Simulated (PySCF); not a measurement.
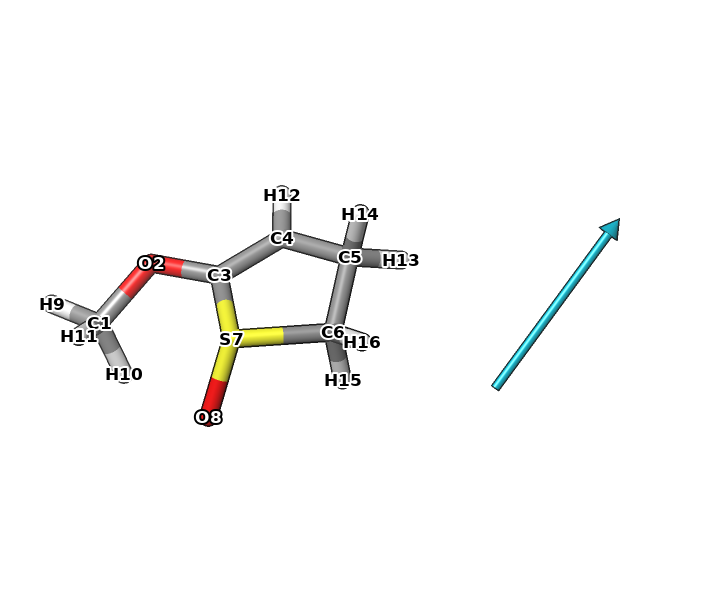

The arrow beside the molecule shows the direction of the dipole moment, from the negative to the positive end (its length means nothing). The computed structure is the end point of a PBE0-D3(BJ)/def2-SVP optimisation. No frequency run is at hand to confirm it as a minimum. Level of theory: CAM-B3LYP/pcSseg-1, gas phase (PySCF 2.14.0).

How large is the dipole moment?

2.78 D; it points from the side of H10, H11 to the side of H13, H14 (the outermost atoms at the two ends).
